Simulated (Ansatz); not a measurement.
**Hypothetical diamond Zn, pressure series**

Start from Zn in the diamond structure (space group Fd-3m, No. 227; a = 5.827 Å; a hypothetical phase, not in the database extracts checked).

Cell and atoms are relaxed at each pressure.

Method: PBE (Ansatz, a first-principles code), spin-orbit coupling left out.

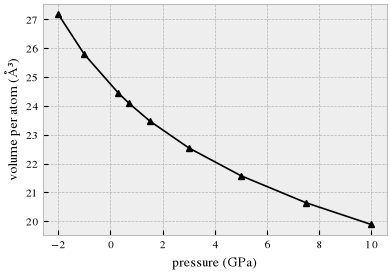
*Volume against pressure*

### Question
Estimate the zero-pressure bulk modulus from the plot.

### Answer
About 26 GPa; a third-order Birch–Murnaghan fit to the points gives V₀ = 24.69 Å³/atom, B₀ = 26 GPa and B₀′ = 5.2.

Load acts through the strain it causes; cell and atoms are relaxed under it. Stability against distortions was not tested. No other phases were tried under pressure.
